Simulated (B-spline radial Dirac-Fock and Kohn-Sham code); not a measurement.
# An X-ray data sheet for Si²⁺, step by step

Aim: for silicon as Si²⁺, compute its photoionisation cross sections.

Method: a free atom or ion on a radial basis; each step names its model; computed with B-spline radial Dirac-Fock and Kohn-Sham code, version 5.

**1. The system**

Silicon as Si²⁺, configuration [Ne] 3s2.

```yaml
nuclear_charge: 14
electrons: 12
mass_number: 28
nuclear_rms_radius: 3.1224 fm
```

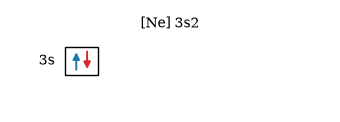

The shells outside the core; arrows follow Hund's rule for the drawing alone (heavy ions are jj-coupled), while the calculation averages over the configuration.

**2. Subshell cross sections**

Model: independent-particle photoionisation: Dirac-Hartree-Slater potential of the initial state with a Latter tail for bound and continuum orbitals, all multipoles (length form near threshold, velocity form far above), thresholds from Dirac-Fock Delta-SCF.

task.json holds this item:

```json
{
  "Z": 14,
  "q": 2,
  "cfg": [[1, 0, 2], [2, 0, 2], [2, 1, 6], [3, 0, 2]],
  "A": 28,
  "rrms": 3.1224,
  "tag": "ground",
  "do": ["photo", "binding", "quiet"],
  "hv": [51.6, 64.2, 102.0, 148.0, 289.0, 323.0, 338.0, 372.0, 373.0, 469.0, 632.0, 634.0, 840.0, 941.0, 1160.0, 2200.0, 3490.0, 11100.0, 18200.0, 37700.0, 60100.0, 65300.0, 89500.0, 95800.0],
  "s": [0, 0.07, 0.09, 0.1, 0.12, 0.15, 0.17, 0.21, 0.25, 0.3, 0.36, 0.43, 0.51, 0.61, 0.72, 0.87, 1.03, 1.24, 1.48, 1.76, 2.11, 2.52, 3.0],
  "pz": [0, 0.1, 0.14, 0.21, 0.3, 0.44, 0.64, 0.93, 1.3, 2.0, 2.8, 4.1, 5.9, 8.6, 12.0, 18.0, 26.0, 38.0, 55.0, 80.0, 120.0],
  "hv_scatter": [2000, 8047.8, 10000, 20000, 30000, 50000, 200000, 500000],
  "holes": ["K", "L1", "L2", "L3", "M1", "M2", "M3", "M4", "M5", "N1", "N2", "N3", "N4", "N5", "N6", "N7"]
}
```

Launch:

```
$ python xray_run.py task.json out
```

The program writes no log. Results of the run, from its result record (rounded, main fields):

```text
status: converged
shells: ["K", "L1", "L2", "L3", "M1"]
occupation: [2.0, 2.0, 2.0, 4.0, 2.0]
threshold [eV]: [1874.1, 185.581, 132.556, 131.938, 32.0186]
sigma [Mb]:
  - ["K", "-", "-", "-", "-", "-", "-", "-", "-", "-", "-", "-", "-", "-", "-", "-", 0.0958, 0.0287, 0.00106, 0.000237, 2.45e-05, 5.55e-06, 4.25e-06, 1.54e-06, 1.24e-06]
  - ["L1", "-", "-", "-", "-", 0.306, 0.26, 0.242, 0.208, 0.207, 0.14, 0.081, 0.0805, 0.046, 0.0364, 0.0232, 0.00528, 0.00167, 6.95e-05, 1.61e-05, 1.72e-06, 3.94e-07, 3.03e-07, 1.11e-07, 8.89e-08]
  - ["L2", "-", "-", "-", 1.62, 0.427, 0.323, 0.288, 0.225, 0.224, 0.121, 0.0524, 0.0519, 0.0226, 0.016, 0.00837, 0.00104, 0.000211, 2.96e-06, 4.34e-07, 2.44e-08, 3.85e-09, 2.78e-09, 8.1e-10, 6.23e-10]
  - ["L3", "-", "-", "-", 3.26, 0.848, 0.641, 0.571, 0.446, 0.443, 0.24, 0.103, 0.102, 0.0445, 0.0315, 0.0164, 0.00203, 0.00041, 5.67e-06, 8.2e-07, 4.49e-08, 6.92e-09, 4.96e-09, 1.42e-09, 1.08e-09]
  - ["M1", 0.406, 0.327, 0.174, 0.103, 0.0336, 0.0277, 0.0255, 0.0215, 0.0214, 0.014, 0.0079, 0.00785, 0.00445, 0.00351, 0.00224, 0.00051, 0.000162, 6.8e-06, 1.58e-06, 1.69e-07, 3.89e-08, 2.99e-08, 1.09e-08, 8.77e-09]
beta_dipole:
  - ["K", "-", "-", "-", "-", "-", "-", "-", "-", "-", "-", "-", "-", "-", "-", "-", 2.0, 2.0, 2.0, 2.0, 2.0, 1.99, 1.99, 1.98, 1.98]
  - ["L1", "-", "-", "-", "-", 2.0, 2.0, 2.0, 2.0, 2.0, 2.0, 2.0, 2.0, 2.0, 2.0, 2.0, 2.0, 2.0, 2.0, 2.0, 2.0, 1.99, 1.99, 1.98, 1.98]
  - ["L2", "-", "-", "-", 0.94, 1.48, 1.49, 1.49, 1.48, 1.48, 1.45, 1.38, 1.38, 1.28, 1.24, 1.15, 0.845, 0.636, 0.262, 0.153, 0.0275, -0.049, -0.0642, -0.13, -0.147]
  - ["L3", "-", "-", "-", 0.95, 1.48, 1.49, 1.49, 1.49, 1.49, 1.46, 1.38, 1.38, 1.28, 1.24, 1.15, 0.843, 0.628, 0.228, 0.0988, -0.0759, -0.203, -0.229, -0.342, -0.37]
  - ["M1", 2.0, 2.0, 2.0, 2.0, 2.0, 2.0, 2.0, 2.0, 2.0, 2.0, 2.0, 2.0, 2.0, 2.0, 2.0, 2.0, 2.0, 2.0, 2.0, 2.0, 1.99, 1.99, 1.98, 1.98]
```

Rows start with the subshell; columns follow the photon energies; blanks lie below or just at threshold.

Run time: 1.9 s. Hardware: 1 thread of Arm Neoverse V1, shared host; peak memory 0.3 GiB.

Totals and shares by shell:

| hν (eV) | total (kb) | K (%) | L (%) | M (%) |
| --- | --- | --- | --- | --- |
| 51.600 | 406 | - | - | 100.0 |
| 64.200 | 327 | - | - | 100.0 |
| 102.00 | 174 | - | - | 100.0 |
| 148.00 | 4980 | - | 97.9 | 2.1 |
| 289.00 | 1610 | - | 97.9 | 2.1 |
| 323.00 | 1250 | - | 97.8 | 2.2 |
| 338.00 | 1130 | - | 97.7 | 2.3 |
| 372.00 | 900 | - | 97.6 | 2.4 |
| 373.00 | 895 | - | 97.6 | 2.4 |
| 469.00 | 516 | - | 97.3 | 2.7 |
| 632.00 | 245 | - | 96.8 | 3.2 |
| 634.00 | 243 | - | 96.8 | 3.2 |
| 840.00 | 118 | - | 96.2 | 3.8 |
| 941.00 | 87.4 | - | 96.0 | 4.0 |
| 1160.0 | 50.2 | - | 95.5 | 4.5 |
| 2200.0 | 105 | 91.5 | 8.0 | 0.5 |
| 3490.0 | 31.2 | 92.1 | 7.3 | 0.5 |
| 11100 | 1.14 | 92.6 | 6.8 | 0.6 |
| 18200 | 0.256 | 92.6 | 6.8 | 0.6 |
| 37700 | 0.0264 | 92.6 | 6.8 | 0.6 |
| 60100 | 0.00599 | 92.6 | 6.8 | 0.6 |
| 65300 | 0.00459 | 92.6 | 6.8 | 0.7 |
| 89500 | 0.00167 | 92.6 | 6.8 | 0.7 |
| 95800 | 0.00134 | 92.6 | 6.8 | 0.7 |

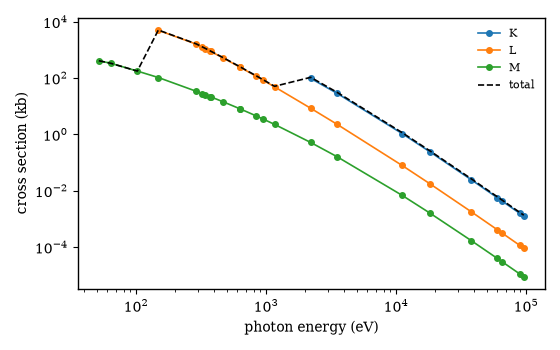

Photoionisation by shell at the energies asked; lines only join the points and miss the jumps at edges.

**3. What came out**

```
                       quantity                       value
             total at 1160.0 eV                     50.2 kb
strongest subshell at 1160.0 eV  L1 (2s), 23.2 kb, β = 2.00
```

In words: At 1160.0 eV, L1 (2s) gives 46 % of the photoabsorption; at 95800 eV the K shell gives 93 %. Under 200 eV, coupling between channels can change such values by tens of per cent. The Hartree-Fock and Dirac-Fock values hold no electron correlation.
